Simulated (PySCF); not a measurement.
# Run report: C4H14F2Si3, NMR shielding calculation

The run: NMR shielding calculation of C4H14F2Si3. Method and program: GIAO B97-D/6-31G* NMR shielding, non-relativistic, gas phase (PySCF 2.14.0).

The geometry comes from this level: GFN2-xTB. Figures and captions count atoms from 1; the log counts them from 0 in places.

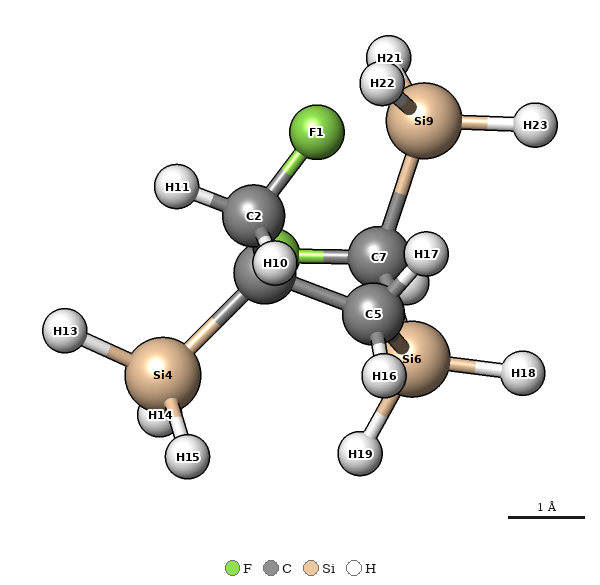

*The structure as given in the input (ball-and-stick view, seen at a tilt; atoms are numbered from 1 in the order of the input).*

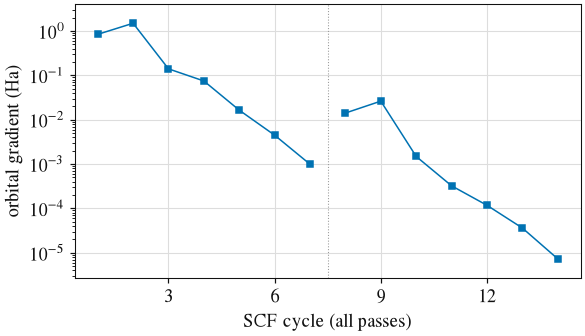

*Convergence of the self-consistent field: orbital gradient against the SCF cycle. The dotted line marks the change from a coarse to the final integration grid.*

The first 7 cycles use a coarse grid, the final grid takes over at cycle 8, and the field converges after 14 cycles in all.

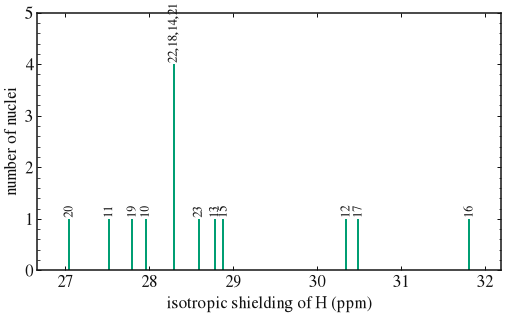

*Isotropic shieldings of the hydrogen nuclei in this fixed geometry, labelled by atom number; shielding grows to the right, so chemical shift grows to the left.*

The least shielded is H20 (27.0 ppm), the most shielded H16 (31.8 ppm).

The input and output of the run follow.

## The input
```
{"job": {"xc": "B97-D", "basis": "6-31G*", "kind": "nmr", "pop": false}, "charge": 0, "multiplicity": 1}
F     -0.798563     2.506445     1.167823
C     -1.757904     1.686756     0.604855
C     -1.117409     0.480386    -0.060998
Si    -2.425068    -0.489355    -1.057832
C     -0.397192    -0.368108     0.994238
Si     0.808815    -1.671377     0.322580
C      1.987149    -0.868339    -0.962369
F      1.236822    -0.592648    -2.119885
Si     2.915256     0.737333    -0.463138
H     -2.424934     1.393646     1.422343
H     -2.303066     2.310230    -0.110645
H     -0.373618     0.870980    -0.762097
H     -3.203588     0.460925    -1.857088
H     -1.770070    -1.465580    -1.920321
H     -3.320393    -1.163416    -0.110077
H     -1.139379    -0.854823     1.631980
H      0.169428     0.304307     1.646447
H      1.652364    -2.178189     1.412417
H      0.100373    -2.777960    -0.330289
H      2.718256    -1.617578    -1.285519
H      3.727121     1.163529    -1.603922
H      1.953202     1.779222    -0.119533
H      3.757644     0.380598     0.679140
```

The first line tells a small driver script what to run in PySCF; the rest is the geometry in Å.

Launched with:
```bash
OMP_NUM_THREADS=1 python <driver script> task.json out
```

## Output
```
coarse grid: 20072 points
cycle   1  E = -1228.5837901979  dE =  3.659e-01  |g| = 8.392e-01  |ddm| = 4.130e+00
cycle   2  E = -1228.2970438954  dE =  2.867e-01  |g| = 1.493e+00  |ddm| = 2.234e+00
cycle   3  E = -1228.7194250315  dE = -4.224e-01  |g| = 1.398e-01  |ddm| = 1.589e+00
cycle   4  E = -1228.7227801074  dE = -3.355e-03  |g| = 7.455e-02  |ddm| = 1.781e-01
cycle   5  E = -1228.7239276696  dE = -1.148e-03  |g| = 1.637e-02  |ddm| = 7.748e-02
cycle   6  E = -1228.7239932721  dE = -6.560e-05  |g| = 4.465e-03  |ddm| = 2.194e-02
cycle   7  E = -1228.7239985587  dE = -5.287e-06  |g| = 9.871e-04  |ddm| = 5.664e-03
final grid: 179032 points
cycle   8  E = -1228.6396468583  dE = -5.032e-05  |g| = 1.412e-02  |ddm| = 3.907e-02
cycle   9  E = -1228.6395640523  dE =  8.281e-05  |g| = 2.617e-02  |ddm| = 3.250e-02
cycle  10  E = -1228.6396808143  dE = -1.168e-04  |g| = 1.480e-03  |ddm| = 2.105e-02
cycle  11  E = -1228.6396813748  dE = -5.605e-07  |g| = 3.223e-04  |ddm| = 1.729e-03
cycle  12  E = -1228.6396813949  dE = -2.007e-08  |g| = 1.173e-04  |ddm| = 4.252e-04
cycle  13  E = -1228.6396813978  dE = -2.909e-09  |g| = 3.605e-05  |ddm| = 1.346e-04
cycle  14  E = -1228.6396813981  dE = -2.888e-10  |g| = 7.270e-06  |ddm| = 3.832e-05
converged SCF energy = -1228.6396813981

GIAO shielding tensors (ppm)
atom      isotropic    diamagn.    paramagn.     s11        s22        s33       span
  0 F      406.279     474.984     -68.705    356.594    414.566    447.678     91.083
  1 C      105.775     240.537    -134.763     70.061     98.976    148.287     78.226
  2 C      167.682     247.627     -79.945    157.350    166.884    178.812     21.462
  3 Si     450.775     883.500    -432.725    418.718    440.587    493.021     74.303
  4 C      178.486     249.230     -70.745    163.679    180.075    191.703     28.024
  5 Si     435.157     884.138    -448.982    393.673    444.991    466.806     73.133
  6 C      111.874     241.439    -129.565     59.668     85.910    190.044    130.376
  7 F      455.553     475.156     -19.603    420.065    447.372    499.222     79.157
  8 Si     457.706     882.672    -424.966    424.839    460.553    487.727     62.888
  9 H       27.955      29.400      -1.444     22.911     29.218     31.737      8.825
 10 H       27.519      29.042      -1.523     22.025     29.385     31.147      9.122
 11 H       30.346      34.851      -4.505     26.243     29.842     34.952      8.710
 12 H       28.780      30.618      -1.838     25.414     26.652     34.274      8.860
 13 H       28.308      31.983      -3.675     24.401     28.370     32.152      7.752
 14 H       28.883      31.022      -2.139     25.758     27.023     33.869      8.111
 15 H       31.813      32.599      -0.786     27.584     29.963     37.892     10.308
 16 H       30.490      33.302      -2.812     26.278     30.215     34.978      8.700
 17 H       28.266      31.265      -2.999     25.197     26.124     33.478      8.280
 18 H       27.798      31.944      -4.146     24.551     26.264     32.580      8.030
 19 H       27.047      27.014       0.033     24.738     25.833     30.572      5.834
 20 H       28.328      29.593      -1.265     25.033     26.111     33.841      8.808
 21 H       28.252      32.761      -4.510     23.632     29.071     32.053      8.421
 22 H       28.587      30.152      -1.565     25.479     26.749     33.532      8.053
```

## Summary

| quantity | value |
| --- | --- |
| outcome | converged |
| total energy | −1228.639681 hartree |
| HOMO | −6.43 eV |
| LUMO | −0.02 eV |
| dipole moment | 0.97 D |
| isotropic shielding, F | 406.3 to 455.6 ppm |
| isotropic shielding, C | 105.8 to 178.5 ppm |
| isotropic shielding, Si | 435.2 to 457.7 ppm |
| isotropic shielding, H | 27.0 to 31.8 ppm |
| hardware | 1 CPU thread, shared host |
| wall time | 80 s |
| peak memory | 0.79 GiB |
